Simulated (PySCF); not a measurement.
C₆H₁₂F₂OSi

```xyz
22

O    -0.8506   -0.9938    1.1035
C    -1.0070   -0.6804   -0.2681
C     0.2449   -1.0680   -1.0606
C     1.4277   -0.2079   -0.5800
C     2.2708   -0.9293    0.4540
F     2.8374   -2.0717   -0.0788
Si    0.6316    1.3834    0.1386
C    -1.1325    0.8397   -0.3485
C    -2.2348    1.3710    0.5456
F    -2.2146    2.7481    0.5453
H    -0.6668   -1.9365    1.1843
H    -1.8993   -1.1909   -0.6675
H     0.0556   -0.8870   -2.1192
H     0.4651   -2.1320   -0.9410
H     2.0812    0.0061   -1.4283
H     3.1015   -0.3028    0.7919
H     1.6786   -1.2519    1.3139
H     1.0670    2.5865   -0.5697
H     0.8089    1.4926    1.5840
H    -1.3567    1.1195   -1.3806
H    -3.2323    1.0740    0.2011
H    -2.0862    1.0507    1.5792
```

Geometry: GFN2-xTB.

Computed with PySCF 2.14.0, PBE0/pcSseg-1, SCF density, gas phase, non-relativistic.

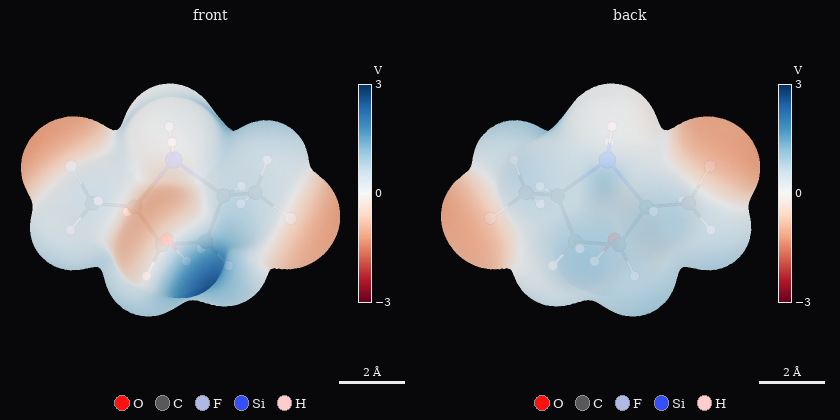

Figure 1. The molecular electrostatic potential painted on the density surface at 0.002 e/bohr³, seen from the front and from behind; red is negative and blue positive.

> Describe the electrostatic potential map.

The most negative region (about −1.2 V) lies over F10, the most positive (about +2.5 V) over H11.

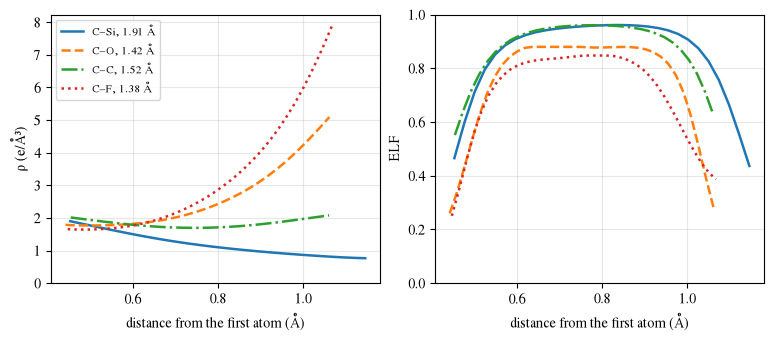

Figure 2. Electron density and electron localisation function along straight lines between neighbouring atoms. The curves leave out the atomic cores.

> Compare the contacts.

C–Si (1.91 Å): the density is about 0.91 e/Å³ at the midpoint; the ELF peaks at about 0.95 between the atoms: a covalent bond.
C–O (1.42 Å): ρ is about 2 e/Å³ halfway, with its minimum of 1.8 e/Å³ about 0.5 Å from C; the ELF peaks at about 0.90 between the atoms: a shared but strongly polarised pair.
C–C (1.52 Å): ρ is about 1.7 e/Å³ halfway; the ELF peaks at about 0.95 between the atoms, as expected for a shared electron pair.
C–F (1.38 Å): ρ at the midpoint is about 2.1 e/Å³, with its minimum of 1.6 e/Å³ about 0.5 Å from C; the ELF peaks at about 0.85 between the atoms: a polar covalent bond.
